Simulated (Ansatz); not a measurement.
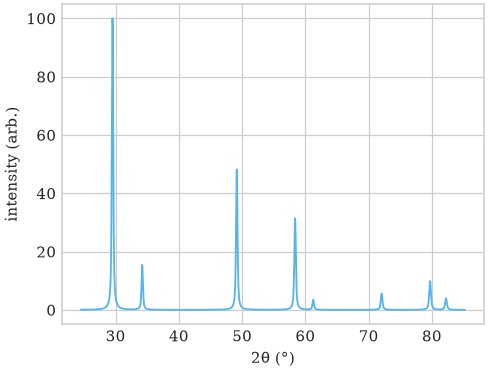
Figure: Simulated powder pattern, Cu Kα, λ = 1.54184 Å

The pattern belongs to a structure relaxed with PBE in the plane-wave PAW code Ansatz.

Question: Pick the material that matches.
A. Ga2O3, C2/m (Pearson symbol mS20)
B. CaO, zinc blende
C. SiC, zinc blende
D. SiO2, rutile

Answer: B, CaO, zinc blende

Space group F-43m (zinc blende). The start of the workflow was typed in or built on a structure type; neither database checked (COD, Materials Project) lists it. It is not the phase usual at ambient conditions (space group No. 225). The PBE relaxation kept the symmetry of its start; whether a distortion lowers the energy is not shown.

Potentials: the earlier of the program's two PAW sets.
